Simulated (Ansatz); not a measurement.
# Ge₂P+ (singlet): trial inputs and their diagnosis

4 inputs are run for Ge₂P+ (singlet) as typed; the log has to tell whether the result can be used and what must change.

Program: Ansatz 0.2.0, Gaussian basis. Level of theory: the settings change from run to run. These are calculated values, not measurements.

28 further runs of the same task are left out: 15 that didn't finish, 13 set aside as unsound or not needed. Runs told in other sessions of the task aren't counted.

### Step 1. The system

The geometry is a PBE0/def2-TZVP stationary point (not a proven minimum) of the parent state, kept for this charge and spin. No spin-orbit coupling is included. The filled d shell of Ge may be among the frozen orbitals whatever the setting's name suggests.

3 atoms, charge 1, spin multiplicity 1.

Atoms are counted from 1 here; the program's logs count them from 0.

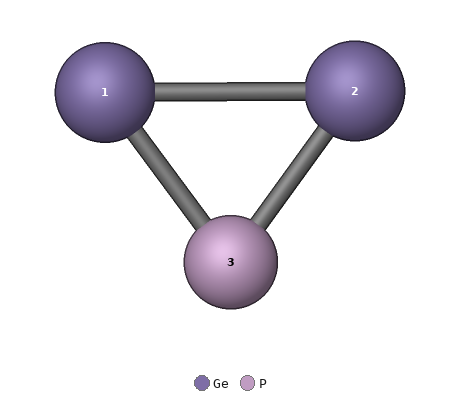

The structure; germanium purple, phosphorus pink; atoms are numbered from 1 in the order of the file.

### Step 2. Try 1

in.yaml

```yaml
crystal:
  periodic: [false, false, false]
  atoms:
    - {symbol: Ge, position_ang: [0.000000, 0.315664, 1.314888]}
    - {symbol: Ge, position_ang: [0.000000, 0.315664, -1.314888]}
    - {symbol: P, position_ang: [0.000000, -1.480598, 0.000000]}
basis:
  gaussian: {orbitals: pcseg-2}
total_charge: 1
hamiltonian: {pseudopotentials: {relativity: none}}
correlation: {active_space: {ras: {orbitals: [6, 0, 81], electrons: 12, max_holes: 2, max_particles: 2}, fixed_orbitals: true}}
output: {forces: true}
```

Command:

```sh
> ansatz run in.yaml --threads 1 --pin off --events-out ev --progress --plain --max-ram 2393MiB
```

The log of the run:

```text
Functional definition: HF
  name "HF"
  cite "Fock, Z. Phys. 61, 126 (1930) doi:10.1007/BF01340294"
  parent pbe
  exchange = exact_x
  correlation = 0
826 factors; integrals over basis functions are off by at most 8.2e-4 eV
mean field evaluation 1: about -122208.8036 eV, gradient 3.0e1 eV
mean field evaluation 2: about -122209.0395 eV, gradient 3.0e1 eV
mean field evaluation 4: about -122212.2808 eV, gradient 3.3e0 eV
mean field evaluation 8: about -122212.3388 eV, gradient 1.1e-1 eV
mean field -122212.33884284 eV, -4491.2206139758 hartree, gradient 1.8e-6 eV, S^2 0.000000; 0 other end points of the search recorded, 0 dependent functions left out
reference -122212.33884284 eV, -4491.2206139758 hartree; 39, 39 occupied and 81, 81 virtual orbitals, 826 factors
Error: with the densities for the forces the run needs 4.57 GiB of the host's memory, and 2.33 GiB are given
refused for memory
```

Wall time 3.7 s (1 thread of Arm Neoverse V1, shared host).

What is wrong: The program refused it for memory. The method needs more than --max-ram allows. Cure: a smaller space or basis, or more memory.

### Step 3. Try 2

in.yaml

```yaml
crystal:
  periodic: [false, false, false]
  atoms:
    - {symbol: Ge, position_ang: [0.000000, 0.315664, 1.314888]}
    - {symbol: Ge, position_ang: [0.000000, 0.315664, -1.314888]}
    - {symbol: P, position_ang: [0.000000, -1.480598, 0.000000]}
basis:
  gaussian: {orbitals: cc-pVDZ}
total_charge: 1
magnetization: {spin_polarized: false}
correlation: {method: mp2, frozen_orbitals: {Ge: 0}}
output: {forces: true}
```

Launched as before.

The log of the run:

```text
Functional definition: HF
  name "HF"
  cite "Fock, Z. Phys. 61, 126 (1930) doi:10.1007/BF01340294"
  parent pbe
  exchange = exact_x
  correlation = 0
Error: "frozen_orbitals" has no count for P
```

Run time: 0.03 s. Hardware: 1 thread of Arm Neoverse V1, shared host.

**Diagnosis.** The run was refused. The frozen-orbital counts are incomplete or too large. Cure: leave frozen_orbitals out, or give each element a count that its core has.

### Step 4. Try 3

in.yaml

```yaml
crystal:
  periodic: [false, false, false]
  atoms:
    - {symbol: Ge, position_ang: [0.000000, 0.315664, 1.314888]}
    - {symbol: Ge, position_ang: [0.000000, 0.315664, -1.314888]}
    - {symbol: P, position_ang: [0.000000, -1.480598, 0.000000]}
basis:
  gaussian: {orbitals: STO-3G}
total_charge: 1
correlation: {active_space: {window: {electrons: 2, orbitals: 2}, states: [{multiplicity: 1, weights: [1, 1]}], root: 2}}
scf: {lower_state_search: off}
```

Same command.

The log of the run:

```text
Error: the active space averages no state 2, counted from zero
```

It took 0.03 s on 1 thread of Arm Neoverse V1, shared host.

What is wrong: The run was refused. The root asked for lies beyond the states averaged. To mend it, average more states or name a lower root.

### Step 5. Try 4

in.yaml

```yaml
crystal:
  periodic: [false, false, false]
  atoms:
    - {symbol: Ge, position_ang: [0.000000, 0.315664, 1.314888]}
    - {symbol: Ge, position_ang: [0.000000, 0.315664, -1.314888]}
    - {symbol: P, position_ang: [0.000000, -1.480598, 0.000000]}
basis:
  gaussian: {orbitals: cc-pVDZ}
total_charge: 1
magnetization: {spin_polarized: false}
correlation: {method: mp2, frozen_orbitals: {Ge: 9}}
```

The command is unchanged.

The log of the run:

```text
Functional definition: HF
  name "HF"
  cite "Fock, Z. Phys. 61, 126 (1930) doi:10.1007/BF01340294"
  parent pbe
  exchange = exact_x
  correlation = 0
Error: "frozen_orbitals" has no count for P
```

It took 0.03 s on 1 thread of Arm Neoverse V1, shared host.

**Diagnosis.** The run was refused. The frozen-orbital counts are incomplete or too large. Cure: leave frozen_orbitals out, or give each element a count that its core has.

### Step 6. Summary

| try | level | ended | cause | time |
| --- | --- | --- | --- | --- |
| 1 | CISD/pcseg-2 | out of memory | the method needs more than --max-ram allows | 3.7 s |
| 2 | MP2 on RHF/cc-pVDZ | refused | the frozen-orbital counts are incomplete or too large | 0.03 s |
| 3 | CASSCF(2,2)/STO-3G | refused | the root asked for lies beyond the states averaged | 0.03 s |
| 4 | MP2 on RHF/cc-pVDZ | refused | the frozen-orbital counts are incomplete or too large | 0.03 s |

1 out of memory, 3 refused.
